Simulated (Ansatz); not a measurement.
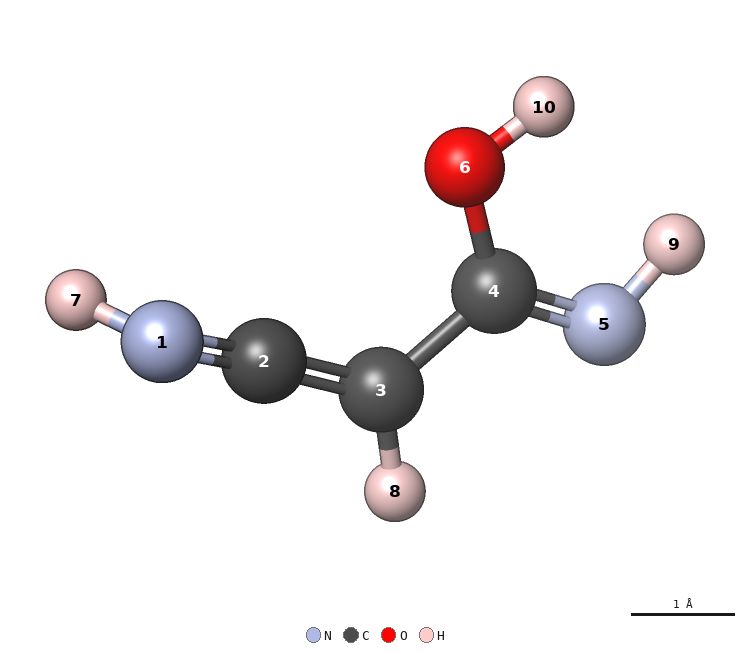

Numbered structure. The computed structure is the end point of a PBE-D4/def2-SVP optimisation. No frequency run is at hand to confirm it as a minimum.

Give these bond angles: C2–N1–H7, N1–C2–C3, C2–C3–C4, C2–C3–H8, C4–C3–H8, C3–C4–N5, C3–C4–O6, N5–C4–O6, C4–N5–H9, C4–O6–H10.

| angle | degrees |
| --- | --- |
| C2–N1–H7 | 117.9 |
| N1–C2–C3 | 173.1 |
| C2–C3–C4 | 123.6 |
| C2–C3–H8 | 119.5 |
| C4–C3–H8 | 116.9 |
| C3–C4–N5 | 120.7 |
| C3–C4–O6 | 111.8 |
| N5–C4–O6 | 127.5 |
| C4–N5–H9 | 111.5 |
| C4–O6–H10 | 107.9 |
